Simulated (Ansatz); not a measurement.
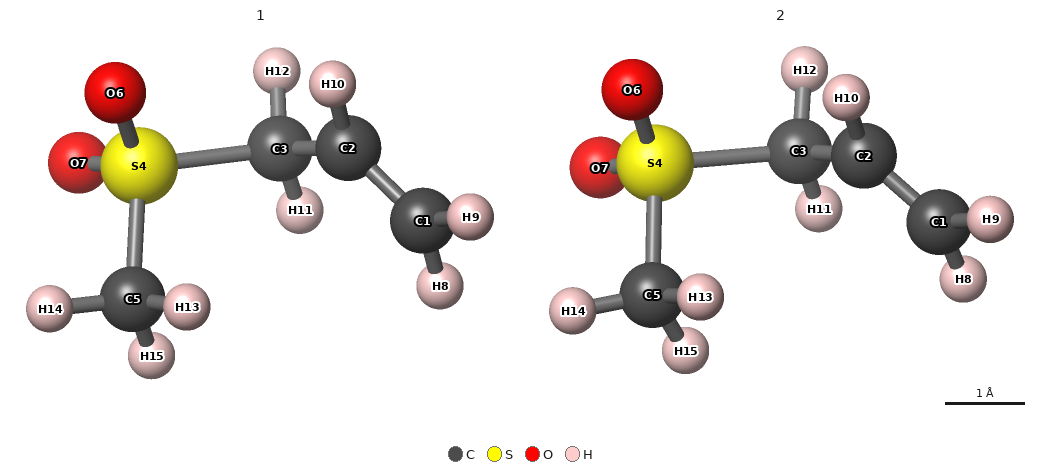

Two geometries of C4H8O2S (coarse preliminary run), drawn at one scale. One is the start of a relaxation, the other its converged end. Style: ball-and-stick. Shown at a tilt.

All numbers below come from Ansatz, RKS PBE-D4/def2-SVP. (force threshold 0.03 eV/Å; at most 200 steps)

**Which of the two is the end point?**

Structure 1 is the relaxed one. The start comes from a force field. After 10 geometry steps the energy has fallen by 13.9 kcal/mol. Largest force component: 4.3 eV/Å at the start, 0.021 eV/Å at the end. The atom that moves furthest after the best rigid fit is H15 (0.23 Å). Largest moves by element: H 0.23 Å, C 0.11 Å, O 0.11 Å, S 0.06 Å. Near-neighbour distances that change, for instance: S4–O6 1.415 → 1.482 Å, C1–C2 1.282 → 1.346 Å, C5–H14 1.048 → 1.107 Å, C1–H9 1.157 → 1.101 Å. Among the angles between lasting bonds that change: C2–C1–H8 126.6° → 121.7°, C3–S4–C5 100.4° → 103.9°, C2–C3–H12 110.0° → 113.1°. The run took about 60 core-seconds on a shared host.
